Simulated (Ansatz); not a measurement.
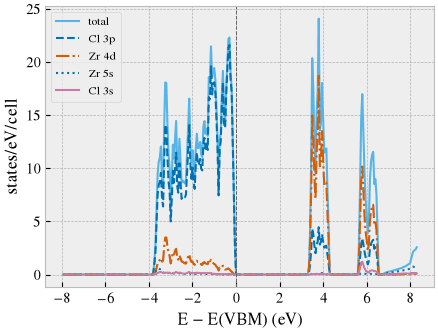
Figure. Total and projected density of states of ZrCl4 in space group P2/c (No. 13; Zr on 2e, Cl on 4g, Cl on 4g), LDA in the plane-wave PAW code Ansatz

Problem. Which orbitals carry the states next to the gap?

Solution. Top 1 eV of the valence band: Cl 3p 95 %. Bottom 1 eV of the conduction band: Zr 4d 75 %, Cl 3p 21 %. Projections are on Löwdin-orthogonalised atomic valence shells; empty p or d shells of many metals are not among them.

Problem. Where is the tallest occupied peak in this window, and what makes it?

Solution. Near -0.3 eV, about 22 states/eV per cell; the largest projected share is Cl 3p.

The workflow started from a Materials Project entry (that database holds measured and hypothetical structures alike); the Crystallography Open Database files this formula in space group No. 13, but the cells were not matched. Its standing as an ambient phase is unchecked. The cell was relaxed with LDA under the symmetry of its start; its stability against distortions is not shown here. No spin polarisation was allowed. A crystal of weakly bound chains computed without a dispersion correction: the cell and the soft elastic constants depend strongly on that. Scalar-relativistic: spin–orbit coupling is off unless named, which matters more the heavier the elements.

Potentials: the later of the program's two PAW sets.
